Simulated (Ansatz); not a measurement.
## Nudged elastic band, with input and output: C₂H₆OTe (part 1 of 2)

C₂H₆OTe, computed with RKS PBE-D4/def2-SVP (Ansatz 0.2.0).

The run did not end well. It belongs to a series of runs on one base structure; here: band between the two ends.

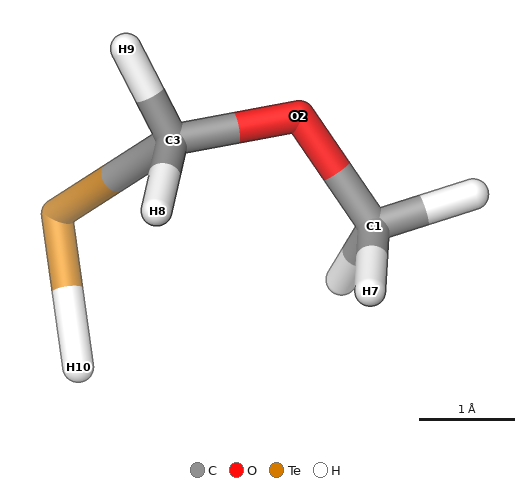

Fig. 1: The starting structure (stick view, seen at a tilt; atoms are numbered from 1 in the order of the input). Bond lengths as drawn: C–H 1.11 to 1.12 Å, C–O 1.38 to 1.41 Å, C–Te 2.26 Å and H–Te 1.68 Å.

### What the run reported

| quantity | value |
| --- | --- |
| outcome | not converged |
| barrier, forward (band not converged) | 1.381 eV |
| barrier, backward | 0.289 eV |
| hardware | 2 threads of Intel Xeon (Sapphire Rapids), 16 GiB of memory available, shared host |
| wall time | 6.4 min (CPU time 12 min) |
| peak memory | 0.16 GiB |

### What went wrong

The run did not converge: “NEB band did not converge after 60 iterations: max|band force component| = 3.51e0 eV/Å (threshold 3.0e-2); raise `neb.max_iterations` in a new run, which can start from the last band evaluated (`neb.initial_path`, with `crystal.atoms` and `neb.final_atoms` set to its first and last images), add images, or start from endpoints closer to local minima …” Its last values are not results.

### Input
```yaml
crystal:
  periodic: [false, false, false]
  atoms:
    - { symbol: C, position_ang: [-0.928248, 0.980323, 0.185433] }
    - { symbol: O, position_ang: [-0.82002, -0.324374, 0.716312] }
    - { symbol: C, position_ang: [0.407439, -0.92068, 0.531844] }
    - { symbol: Te, position_ang: [0.908771, -1.523839, -1.58419] }
    - { symbol: H, position_ang: [-0.806456, 0.969181, -0.923902] }
    - { symbol: H, position_ang: [-1.936793, 1.358532, 0.437208] }
    - { symbol: H, position_ang: [-0.161217, 1.667593, 0.616866] }
    - { symbol: H, position_ang: [1.269169, -0.287069, 0.843639] }
    - { symbol: H, position_ang: [0.417226, -1.879188, 1.082618] }
    - { symbol: H, position_ang: [1.733029, -0.091678, -1.902926] }
basis:
  gaussian: { orbitals: def2-SVP }
hamiltonian:
  xc: pbe
  dispersion: d4
neb:
  order_check: false
  images: 5
  f_tol: 0.03
  max_iterations: 60
  final_atoms:
    - { symbol: C, position_ang: [-0.41332647, 1.36577084, -0.41346568] }
    - { symbol: O, position_ang: [-0.82483653, 0.49477877, 0.62344179] }
    - { symbol: C, position_ang: [0.82480326, -1.578158, 0.60349035] }
    - { symbol: Te, position_ang: [1.21403826, -1.98395954, -1.30305216] }
    - { symbol: H, position_ang: [-1.27327652, 1.80884148, -0.96700632] }
    - { symbol: H, position_ang: [-1.33318524, -0.22730924, 0.20709968] }
    - { symbol: H, position_ang: [0.15872994, 2.19171366, 0.0535705] }
    - { symbol: H, position_ang: [1.45434726, -0.89325286, 1.19536394] }
    - { symbol: H, position_ang: [0.01985972, -2.09011595, 1.16003633] }
    - { symbol: H, position_ang: [0.25574633, 0.86049185, -1.15657642] }
  initial_path:
    images:
      - { positions_ang: [[-0.928248, 0.980323, 0.185433], [-0.82002, -0.324374, 0.716312], [0.407439, -0.92068, 0.531844], [0.908771, -1.523839, -1.58419], [-0.806456, 0.969181, -0.923902], [-1.936793, 1.358532, 0.437208], [-0.161217, 1.667593, 0.616866], [1.269169, -0.287069, 0.843639], [0.417226, -1.879188, 1.082618], [1.733029, -0.091678, -1.902926]] }
      - { positions_ang: [[-0.86208252, 1.0185075, 0.17298462], [-0.8503846, -0.2899392, 0.63497479], [0.38039098, -0.89449205, 0.50693293], [0.89378292, -1.57038969, -1.54615031], [-0.63295718, 1.06794486, -0.90738865], [-1.91738009, 1.10321747, 0.40820566], [-0.1685598, 1.67655697, 0.71921324], [1.2560176, -0.24770673, 0.82922467], [0.38684967, -1.81307674, 1.12957036], [1.59722303, -0.10182138, -1.94466532]] }
      - { positions_ang: [[-0.79591704, 1.05669199, 0.16053625], [-0.8807492, -0.25550441, 0.55363759], [0.35334296, -0.86830409, 0.48202186], [0.87879483, -1.61694037, -1.50811062], [-0.45945836, 1.16670872, -0.89087531], [-1.89796718, 0.84790294, 0.37920332], [-0.17590261, 1.68552093, 0.82156048], [1.2428662, -0.20834446, 0.81481035], [0.35647334, -1.74696548, 1.17652273], [1.46141706, -0.11196476, -1.98640465]] }
      - { positions_ang: [[-0.72975157, 1.09487649, 0.14808787], [-0.91111381, -0.22106961, 0.47230038], [0.32629495, -0.84211614, 0.45711079], [0.86380675, -1.66349106, -1.47007093], [-0.28595955, 1.26547258, -0.87436196], [-1.87855427, 0.59258841, 0.35020098], [-0.18324541, 1.6944849, 0.92390772], [1.2297148, -0.1689822, 0.80039602], [0.326097, -1.68085423, 1.22347509], [1.3256111, -0.12210814, -2.02814397]] }
      - { positions_ang: [[-0.62427653, 1.1851746, -0.03909664], [-0.88235472, 0.01754652, 0.52268085], [0.49246438, -1.08746343, 0.50590397], [0.98055058, -1.77031389, -1.414398], [-0.6150652, 1.44659555, -0.90524341], [-1.69676459, 0.3192892, 0.30250054], [-0.06925363, 1.86022782, 0.63379532], [1.30459229, -0.41040575, 0.93205199], [0.22401791, -1.8172748, 1.20232884], [0.96898951, 0.20542519, -1.73762145]] }
      - { positions_ang: [[-0.5188015, 1.27547272, -0.22628116], [-0.85359562, 0.25616264, 0.57306132], [0.65863382, -1.33281071, 0.55469716], [1.09729442, -1.87713672, -1.35872508], [-0.94417086, 1.62771851, -0.93612487], [-1.51497492, 0.04598998, 0.25480011], [0.04473815, 2.02597074, 0.34368291], [1.37946977, -0.65182931, 1.06370797], [0.12193882, -1.95369538, 1.18118258], [0.61236792, 0.53295852, -1.44709894]] }
      - { positions_ang: [[-0.41332647, 1.36577084, -0.41346568], [-0.82483653, 0.49477877, 0.62344179], [0.82480326, -1.578158, 0.60349035], [1.21403826, -1.98395954, -1.30305216], [-1.27327652, 1.80884148, -0.96700632], [-1.33318524, -0.22730924, 0.20709968], [0.15872994, 2.19171366, 0.0535705], [1.45434726, -0.89325286, 1.19536394], [0.01985972, -2.09011595, 1.16003633], [0.25574633, 0.86049185, -1.15657642]] }
```

Command:
```bash
ansatz run input.yaml --threads 2 --pin off --max-ram 3072MiB --backend cpu --events-out ev --progress --plain --runs-dir out
```

### Output
```
Engine: ansatz 0.2.0, x86_64-unknown-linux-gnu
Functional definition: PBE
  parameter kappa = 0.804
  parameter beta = 0.06672455060314922
  exchange = pbe_x(kappa = kappa, mu = beta*pi^2/3)
  correlation = pbe_c(beta = beta)
1127 factors; their error is unknown
mean field evaluation 1: about -11495.3138 eV, gradient 5.3e1 eV
mean field evaluation 2: about -11423.9620 eV, gradient 1.5e2 eV
mean field evaluation 4: about -11502.3968 eV, gradient 1.0e1 eV
mean field evaluation 8: about -11502.6290 eV, gradient 6.7e-2 eV
mean field evaluation 16: about -11502.6042 eV, gradient 6.1e-5 eV
mean field -11502.60423198 eV, -422.7129087801 hartree, gradient 6.1e-5 eV, S^2 0.000000; 0 other end points of the search recorded, 0 dependent functions left out
the calculation of the forces begins
reference -11502.60426364 eV, -422.7129099434 hartree; 25, 25 occupied and 73, 73 virtual orbitals, 1127 factors
1127 factors; their error is unknown
mean field evaluation 32: about -11501.5312 eV, gradient 8.7e-4 eV
mean field -11501.53118468 eV, -422.6734750191 hartree, gradient 2.0e-5 eV, S^2 0.000000; 1 other end points of the search recorded, 0 dependent functions left out
[... from here on the field's lines of each further geometry are left out, up to the last ...]
NEB iter   1: max|band force component| = 2.096e1 eV/Å  barrier→ = 6.9350 eV  barrier← = 5.8438 eV  Δτ_max = 0.2000 Å  (219 SCF iters)
NEB iter   2: max|band force component| = 3.483e0 eV/Å  barrier→ = 4.7164 eV  barrier← = 3.6252 eV  Δτ_max = 0.2000 Å  (169 SCF iters)
NEB iter   3: max|band force component| = 2.355e0 eV/Å  barrier→ = 4.3632 eV  barrier← = 3.2720 eV  Δτ_max = 0.1989 Å  (176 SCF iters)
NEB iter   4: max|band force component| = 2.320e0 eV/Å  barrier→ = 4.0373 eV  barrier← = 2.9461 eV  Δτ_max = 0.1928 Å  (157 SCF iters)
NEB iter   5: max|band force component| = 2.053e0 eV/Å  barrier→ = 3.7351 eV  barrier← = 2.6440 eV  Δτ_max = 0.2000 Å  (164 SCF iters)
NEB iter   6: max|band force component| = 2.098e0 eV/Å  barrier→ = 3.5280 eV  barrier← = 2.4368 eV  Δτ_max = 0.1008 Å  (156 SCF iters)
NEB iter   7: max|band force component| = 1.669e0 eV/Å  barrier→ = 3.8400 eV  barrier← = 2.7488 eV  Δτ_max = 0.1008 Å  (153 SCF iters)
NEB iter   8: max|band force component| = 5.161e-1 eV/Å  barrier→ = 3.7386 eV  barrier← = 2.6474 eV  Δτ_max = 0.1958 Å  (150 SCF iters)
NEB iter   9: max|band force component| = 1.096e0 eV/Å  barrier→ = 3.2708 eV  barrier← = 2.1796 eV  Δτ_max = 0.0999 Å  (152 SCF iters)
NEB iter  10: max|band force component| = 1.289e0 eV/Å  barrier→ = 3.1642 eV  barrier← = 2.0730 eV  Δτ_max = 0.1003 Å  (148 SCF iters)
NEB iter  11: max|band force component| = 1.267e0 eV/Å  barrier→ = 2.9673 eV  barrier← = 1.8761 eV  Δτ_max = 0.0984 Å  (150 SCF iters)
NEB iter  12: max|band force component| = 1.245e0 eV/Å  barrier→ = 2.9740 eV  barrier← = 1.8828 eV  Δτ_max = 0.1977 Å  (149 SCF iters)
NEB iter  13: max|band force component| = 1.677e0 eV/Å  barrier→ = 2.5756 eV  barrier← = 1.4844 eV  Δτ_max = 0.0976 Å  (159 SCF iters)
NEB iter  14: max|band force component| = 1.914e0 eV/Å  barrier→ = 2.3949 eV  barrier← = 1.3037 eV  Δτ_max = 0.1994 Å  (148 SCF iters)
NEB iter  15: max|band force component| = 2.677e0 eV/Å  barrier→ = 1.8592 eV  barrier← = 0.7680 eV  Δτ_max = 0.1010 Å  (161 SCF iters)
NEB iter  16: max|band force component| = 6.286e-1 eV/Å  barrier→ = 2.0053 eV  barrier← = 0.9141 eV  Δτ_max = 0.1974 Å  (149 SCF iters)
NEB iter  17: max|band force component| = 5.594e-1 eV/Å  barrier→ = 1.6003 eV  barrier← = 0.5091 eV  Δτ_max = 0.1959 Å  (146 SCF iters)
NEB iter  18: max|band force component| = 4.381e0 eV/Å  barrier→ = 1.7558 eV  barrier← = 0.6646 eV  Δτ_max = 0.1028 Å  (161 SCF iters)
NEB iter  19: max|band force component| = 6.738e-1 eV/Å  barrier→ = 1.3064 eV  barrier← = 0.2152 eV  Δτ_max = 0.1997 Å  (154 SCF iters)
NEB iter  20: max|band force component| = 6.553e-1 eV/Å  barrier→ = 1.2693 eV  barrier← = 0.1782 eV  Δτ_max = 0.1957 Å  (155 SCF iters)
NEB iter  21: max|band force component| = 7.569e-1 eV/Å  barrier→ = 1.3313 eV  barrier← = 0.2401 eV  Δτ_max = 0.0993 Å  (152 SCF iters)
NEB iter  22: max|band force component| = 9.674e-1 eV/Å  barrier→ = 1.3079 eV  barrier← = 0.2167 eV  Δτ_max = 0.0494 Å  (150 SCF iters)
NEB iter  23: max|band force component| = 4.291e-1 eV/Å  barrier→ = 1.2635 eV  barrier← = 0.1723 eV  CI = image 4  Δτ_max = 0.0978 Å  (148 SCF iters)
NEB iter  24: max|band force component| = 1.499e0 eV/Å  barrier→ = 1.3338 eV  barrier← = 0.2426 eV  CI = image 5  Δτ_max = 0.0489 Å  (149 SCF iters)
NEB iter  25: max|band force component| = 1.249e0 eV/Å  barrier→ = 1.2608 eV  barrier← = 0.1696 eV  CI = image 4  Δτ_max = 0.0987 Å  (150 SCF iters)
NEB iter  26: max|band force component| = 7.532e-1 eV/Å  barrier→ = 1.2829 eV  barrier← = 0.1917 eV  CI = image 4  Δτ_max = 0.1981 Å  (148 SCF iters)
NEB iter  27: max|band force component| = 9.014e-1 eV/Å  barrier→ = 1.3282 eV  barrier← = 0.2370 eV  CI = image 4  Δτ_max = 0.2000 Å  (159 SCF iters)
NEB iter  28: max|band force component| = 6.718e-1 eV/Å  barrier→ = 1.2902 eV  barrier← = 0.1990 eV  CI = image 4  Δτ_max = 0.1992 Å  (154 SCF iters)
NEB iter  29: max|band force component| = 1.705e0 eV/Å  barrier→ = 1.5300 eV  barrier← = 0.4388 eV  CI = image 5  Δτ_max = 0.1002 Å  (165 SCF iters)
NEB iter  30: max|band force component| = 1.353e0 eV/Å  barrier→ = 1.4481 eV  barrier← = 0.3569 eV  CI = image 4  Δτ_max = 0.1980 Å  (148 SCF iters)
NEB iter  31: max|band force component| = 6.108e-1 eV/Å  barrier→ = 1.3670 eV  barrier← = 0.2759 eV  CI = image 4  Δτ_max = 0.2000 Å  (164 SCF iters)
NEB iter  32: max|band force component| = 1.042e0 eV/Å  barrier→ = 1.4217 eV  barrier← = 0.3305 eV  CI = image 4  Δτ_max = 0.1000 Å  (159 SCF iters)
NEB iter  33: max|band force component| = 9.098e-1 eV/Å  barrier→ = 1.3600 eV  barrier← = 0.2688 eV  CI = image 4  Δτ_max = 0.0993 Å  (147 SCF iters)
NEB iter  34: max|band force component| = 5.869e-1 eV/Å  barrier→ = 1.3041 eV  barrier← = 0.2130 eV  CI = image 4  Δτ_max = 0.1001 Å  (149 SCF iters)
NEB iter  35: max|band force component| = 2.396e0 eV/Å  barrier→ = 1.3728 eV  barrier← = 0.2816 eV  CI = image 5  Δτ_max = 0.0501 Å  (156 SCF iters)
NEB iter  36: max|band force component| = 9.675e-1 eV/Å  barrier→ = 1.3093 eV  barrier← = 0.2181 eV  CI = image 4  Δτ_max = 0.1018 Å  (148 SCF iters)
NEB iter  37: max|band force component| = 5.443e-1 eV/Å  barrier→ = 1.2812 eV  barrier← = 0.1900 eV  CI = image 4  Δτ_max = 0.1992 Å  (147 SCF iters)
NEB iter  38: max|band force component| = 4.348e-1 eV/Å  barrier→ = 1.3055 eV  barrier← = 0.2143 eV  CI = image 4  Δτ_max = 0.1979 Å  (147 SCF iters)
NEB iter  39: max|band force component| = 3.484e-1 eV/Å  barrier→ = 1.2390 eV  barrier← = 0.1478 eV  CI = image 4  Δτ_max = 0.1621 Å  (156 SCF iters)
NEB iter  40: max|band force component| = 7.792e-1 eV/Å  barrier→ = 1.2792 eV  barrier← = 0.1880 eV  CI = image 4  Δτ_max = 0.0820 Å  (150 SCF iters)
NEB iter  41: max|band force component| = 3.796e0 eV/Å  barrier→ = 1.2619 eV  barrier← = 0.1707 eV  CI = image 5  Δτ_max = 0.0408 Å  (149 SCF iters)
NEB iter  42: max|band force component| = 7.068e-1 eV/Å  barrier→ = 1.2968 eV  barrier← = 0.2056 eV  CI = image 4  Δτ_max = 0.0815 Å  (150 SCF iters)
NEB iter  43: max|band force component| = 5.322e-1 eV/Å  barrier→ = 1.2747 eV  barrier← = 0.1835 eV  CI = image 4  Δτ_max = 0.1629 Å  (142 SCF iters)
NEB iter  44: max|band force component| = 4.821e0 eV/Å  barrier→ = 1.3442 eV  barrier← = 0.2530 eV  CI = image 5  Δτ_max = 0.0819 Å  (156 SCF iters)
NEB iter  45: max|band force component| = 9.148e-1 eV/Å  barrier→ = 1.3574 eV  barrier← = 0.2662 eV  CI = image 4  Δτ_max = 0.1625 Å  (148 SCF iters)
NEB iter  46: max|band force component| = 5.226e0 eV/Å  barrier→ = 1.3246 eV  barrier← = 0.2335 eV  CI = image 5  Δτ_max = 0.0820 Å  (157 SCF iters)
NEB iter  47: max|band force component| = 9.901e-1 eV/Å  barrier→ = 1.3662 eV  barrier← = 0.2750 eV  CI = image 4  Δτ_max = 0.1637 Å  (150 SCF iters)
NEB iter  48: max|band force component| = 7.999e-1 eV/Å  barrier→ = 1.2602 eV  barrier← = 0.1691 eV  CI = image 4  Δτ_max = 0.2000 Å  (139 SCF iters)
NEB iter  49: max|band force component| = 3.400e0 eV/Å  barrier→ = 1.3251 eV  barrier← = 0.2340 eV  CI = image 5  Δτ_max = 0.1005 Å  (146 SCF iters)
NEB iter  50: max|band force component| = 1.177e0 eV/Å  barrier→ = 1.4564 eV  barrier← = 0.3652 eV  CI = image 4  Δτ_max = 0.2000 Å  (149 SCF iters)
NEB iter  51: max|band force component| = 7.217e-1 eV/Å  barrier→ = 1.2490 eV  barrier← = 0.1578 eV  CI = image 4  Δτ_max = 0.1950 Å  (147 SCF iters)
NEB iter  52: max|band force component| = 4.047e0 eV/Å  barrier→ = 1.9796 eV  barrier← = 0.8884 eV  CI = image 5  Δτ_max = 0.0974 Å  (147 SCF iters)
NEB iter  53: max|band force component| = 3.493e0 eV/Å  barrier→ = 1.3989 eV  barrier← = 0.3077 eV  CI = image 5  Δτ_max = 0.1948 Å  (149 SCF iters)
NEB iter  54: max|band force component| = 1.463e0 eV/Å  barrier→ = 1.6688 eV  barrier← = 0.5776 eV  CI = image 4  Δτ_max = 0.2000 Å  (156 SCF iters)
NEB iter  55: max|band force component| = 1.455e0 eV/Å  barrier→ = 1.5429 eV  barrier← = 0.4517 eV  CI = image 4  Δτ_max = 0.1997 Å  (147 SCF iters)
NEB iter  56: max|band force component| = 1.267e0 eV/Å  barrier→ = 1.4612 eV  barrier← = 0.3700 eV  CI = image 4  Δτ_max = 0.1984 Å  (149 SCF iters)
NEB iter  57: max|band force component| = 4.364e0 eV/Å  barrier→ = 1.4942 eV  barrier← = 0.4031 eV  CI = image 5  Δτ_max = 0.1006 Å  (152 SCF iters)
NEB iter  58: max|band force component| = 1.330e0 eV/Å  barrier→ = 1.5306 eV  barrier← = 0.4394 eV  CI = image 4  Δτ_max = 0.1976 Å  (149 SCF iters)
```
